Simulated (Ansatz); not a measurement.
Cs$_{7}$CrSn$_{8}$I$_{24}$: several calculations on one system

## 1. Relaxation

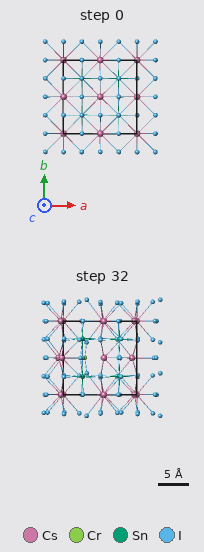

The structure of a defect cell of composition Cs$_{7}$CrSn$_{8}$I$_{24}$ (cell charge +2) before (top) and after (bottom) a relaxation, at one scale.

Style: ball-and-stick. Shown: the cell of the calculation (origin shifted), along the c axis.

Computed with Ansatz, DFT, PBEsol, PAW, plane waves.

The input:
```yaml
crystal:
  lattice:
    - [12.314462, 0.000000, 0.000000]
    - [0.000000, 12.314462, 0.000000]
    - [0.000000, 0.000000, 12.314462]
  atoms:
    - { symbol: Cs, position: [0.999922, 0.000352, 0.002030] }
    - { symbol: Cs, position: [0.999130, 0.999425, 0.499327] }
    - { symbol: Cs, position: [0.001359, 0.500525, 0.000853] }
    - { symbol: Cs, position: [0.999072, 0.499731, 0.498769] }
    - { symbol: Cs, position: [0.500102, 0.999340, 0.000003] }
    - { symbol: Cs, position: [0.496843, 0.000188, 0.500004] }
    - { symbol: Cs, position: [0.498085, 0.500783, 0.999778] }
    - { symbol: Cr, position: [0.496689, 0.499543, 0.497927], spin: 1 }
    - { symbol: Sn, position: [0.251518, 0.250814, 0.251732] }
    - { symbol: Sn, position: [0.251704, 0.247783, 0.750943] }
    - { symbol: Sn, position: [0.251312, 0.750147, 0.252254] }
    - { symbol: Sn, position: [0.251659, 0.751873, 0.752580] }
    - { symbol: Sn, position: [0.749968, 0.248380, 0.249827] }
    - { symbol: Sn, position: [0.749160, 0.250729, 0.748959] }
    - { symbol: Sn, position: [0.749473, 0.748572, 0.249961] }
    - { symbol: Sn, position: [0.747391, 0.748669, 0.749387] }
    - { symbol: I, position: [0.248733, 0.250337, 0.001684] }
    - { symbol: I, position: [0.250284, 0.250220, 0.500378] }
    - { symbol: I, position: [0.248255, 0.750730, 0.001181] }
    - { symbol: I, position: [0.246961, 0.747469, 0.497859] }
    - { symbol: I, position: [0.751806, 0.250679, 0.003267] }
    - { symbol: I, position: [0.750336, 0.251806, 0.499792] }
    - { symbol: I, position: [0.753446, 0.749682, 0.003661] }
    - { symbol: I, position: [0.749579, 0.750507, 0.499996] }
    - { symbol: I, position: [0.000272, 0.248500, 0.248334] }
    - { symbol: I, position: [0.998911, 0.250259, 0.747971] }
    - { symbol: I, position: [0.998665, 0.749590, 0.252433] }
    - { symbol: I, position: [0.002345, 0.749060, 0.751551] }
    - { symbol: I, position: [0.499268, 0.250313, 0.249902] }
    - { symbol: I, position: [0.500646, 0.249830, 0.751460] }
    - { symbol: I, position: [0.500204, 0.749933, 0.248968] }
    - { symbol: I, position: [0.497834, 0.751350, 0.751235] }
    - { symbol: I, position: [0.251249, 0.998882, 0.249550] }
    - { symbol: I, position: [0.246871, 0.000348, 0.747293] }
    - { symbol: I, position: [0.249785, 0.500129, 0.251427] }
    - { symbol: I, position: [0.249019, 0.499872, 0.747472] }
    - { symbol: I, position: [0.751028, 0.000115, 0.248927] }
    - { symbol: I, position: [0.750881, 0.999634, 0.751277] }
    - { symbol: I, position: [0.752414, 0.498928, 0.250357] }
    - { symbol: I, position: [0.748077, 0.500652, 0.750155] }
  symmetry: { detect: false }
kpoints:
  mp_grid: { grid: [1, 1, 1], shift: [0.25, 0.25, 0.25] }
hamiltonian:
  xc: pbesol
total_charge: 2
magnetization:
  spin_polarized: true
  initial_magnetization: 1
  spin_locking: { lock_magnetization: hard }
scf:
  occupations: { method: fermi_dirac, width: 0.01 }
relax:
  f_tol: 0.03
  max_steps: 80
  escape_saddle: false
  adjacent_minimum: "off"
output:
  forces: true
  eigenvalues: true
  populations: true
  charged_corrections: { epsilon: 30 }
```

Launched with:
```bash
ansatz run in.yaml --threads 8 --pin off --max-ram 118750MiB --runs-dir r --events-out ev --progress --plain --backend cuda --devices 0, --max-vram 170GiB
```

### Summarise the run.

Over 32 geometry steps the energy falls by 4.602 eV per cell of the calculation. The largest force component goes from 0.18 to 0.021 eV/Å. The forces were under the threshold at step 24, but the run went on from there. The atom that moves furthest is Cr8 (2.54 Å along −a). Largest moves by element: Cr 2.54 Å, I 0.94 Å, Cs 0.82 Å, Sn 0.18 Å. The cell stays as it was. Near-neighbour distances that change, for instance: Cr8–I36 4.330 → 2.604 Å, Cr8–I20 4.333 → 2.611 Å, Cr8–I18 4.317 → 2.605 Å, Cr8–I35 4.296 → 2.600 Å. New bonds form, among them: Cr8–I18 (4.32 → 2.60 Å), Cr8–I20 (4.33 → 2.61 Å), Cr8–I35 (4.30 → 2.60 Å), Cr8–I36 (4.33 → 2.60 Å). Bond angles that change, for instance: Sn9–I18–Sn10 179.3° → 147.8°, Sn11–I20–Sn12 177.4° → 148.3°, Sn9–I35–Sn11 179.2° → 152.4°. The run took 61 s on 1 × NVIDIA GB200 with 8 threads of Arm Neoverse-V2, peak memory 2.6 GiB.

Limits of the set-up: the cell is charged, on a uniform background, and energies carry no finite-size correction.

## 2. Relaxation

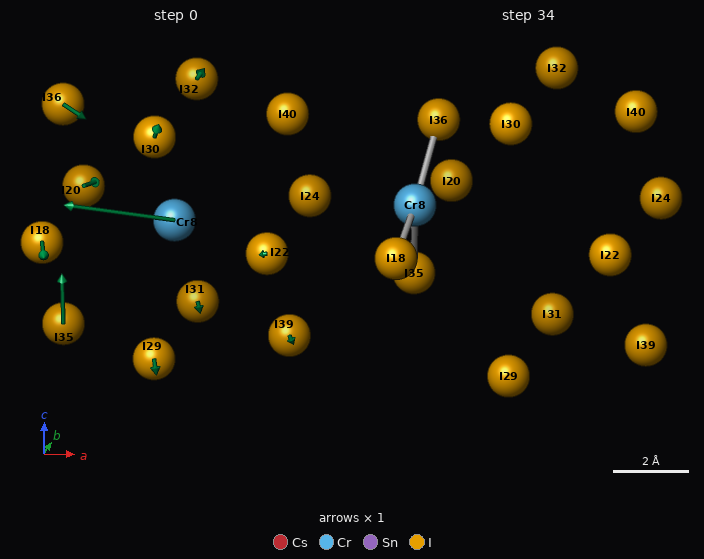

The structure of a defect cell of composition Cs7CrSn8I24 (cell charge −1) before (left) and after (right) a relaxation, at one scale. The green arrows give the displacements, at their true length.

Style: ball-and-stick. Shown: the atoms within 5.0 Å of the atom that moves most (axes of the cell of the calculation (origin shifted)), slightly off an axis.

Computed with DFT, PBEsol, PAW, plane waves (Ansatz). Set-up: plane-wave cutoff 420 eV; k-point mesh 1 × 1 × 1; mesh shifted by (0.25, 0.25, 0.25); collinear spin; atoms relaxed in a fixed cell; force threshold 0.03 eV/Å; at most 80 steps.

> Describe what moved and what it gained.

After 34 geometry steps the energy has fallen by 2.948 eV per cell of the calculation. Largest force component: 0.18 eV/Å at the start, 0.013 eV/Å at the end. Cr8 moves most: 3.32 Å along [−3 −2 1]. Largest moves by element: Cr 3.32 Å, I 1.49 Å, Cs 0.65 Å, Sn 0.24 Å. The cell stays as it was. Some distances before and after: Cr8–I18 4.317 → 2.635 Å, Cr8–I36 4.330 → 2.680 Å, Cr8–I35 4.296 → 2.792 Å. New bonds form, among them: Cr8–I18 (4.32 → 2.64 Å), Cr8–I35 (4.30 → 2.79 Å), Cr8–I36 (4.33 → 2.68 Å). The run took 44 s on 1 × NVIDIA GB200 with 8 threads of Arm Neoverse-V2, peak memory 2.4 GiB.

Limits of the set-up: the cell is charged, on a uniform background, and energies carry no finite-size correction.

## 3. Defect

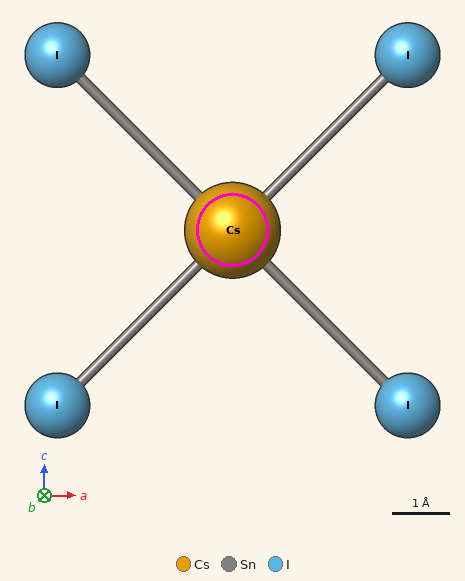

Perfect CsSnI$_{3}$. A ball-and-stick model of the atoms within 5.4 Å of one point, in a slice 4.2 Å thick across the line of sight, seen along the b axis.

Computed with DFT, PBEsol, PAW, plane waves (Ansatz). Set-up: plane-wave cutoff 420 eV; k-point mesh 1 × 1 × 1; mesh shifted by (0.25, 0.25, 0.25); collinear spin. Fermi-Dirac smearing of 0.01 eV. A uniform background neutralises the charged cell. The axes drawn are those of the host's conventional cell.

A caesium atom is replaced by chromium at the ringed place, in charge state +2. The supercell has 40 sites, and the atoms are relaxed at the host's cell.

Question: How do the neighbours respond?

Answer: In the host the Cs atom has ; the Cr atom ends with 4 I at 2.60 to 2.61 Å. Of the host's atoms, a caesium atom moves furthest from its site, by 0.90 Å. The Cr atom itself moves 2.65 Å from where it was put. The cell's net moment is 1.00 μB.

The relaxed defect, seen from the same direction:

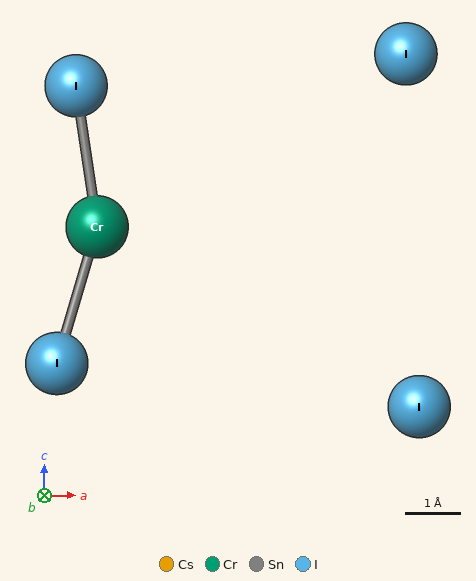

Limits of the set-up: the cell is charged, on a uniform background, and energies carry no finite-size correction.

## 4. Defect

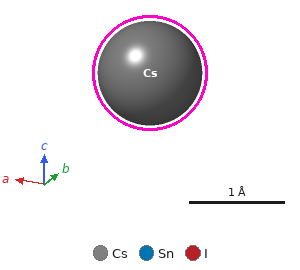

Perfect CsSnI3. A ball-and-stick model of the atoms within 3.3 Å of one point, seen from a free direction.

Level of theory: DFT, PBEsol, PAW, plane waves in Ansatz. Settings: plane-wave cutoff 420 eV; k-point mesh 1 × 1 × 1; mesh shifted by (0.25, 0.25, 0.25); collinear spin. Fermi-Dirac smearing of 0.01 eV. A uniform background neutralises the charged cell. The axes drawn are those of the host's conventional cell.

A caesium atom is replaced by chromium at the ringed place, in charge state −1. The supercell has 40 sites, and the atoms are relaxed at the host's cell.

Q: Predict the relaxed surroundings of the defect.

A: In the host the Cs atom has ; the Cr atom ends with 3 I at 2.64 to 2.79 Å, 1 Sn at 2.75 Å. Of the host's atoms, an iodine atom moves furthest from its site, by 1.58 Å. The Cr atom itself moves 3.44 Å from where it was put. The cell's net moment is 4.00 μB.

The relaxed defect, seen from the same direction:

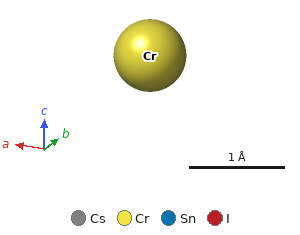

Limits of the set-up: the cell is charged, on a uniform background, and energies carry no finite-size correction.
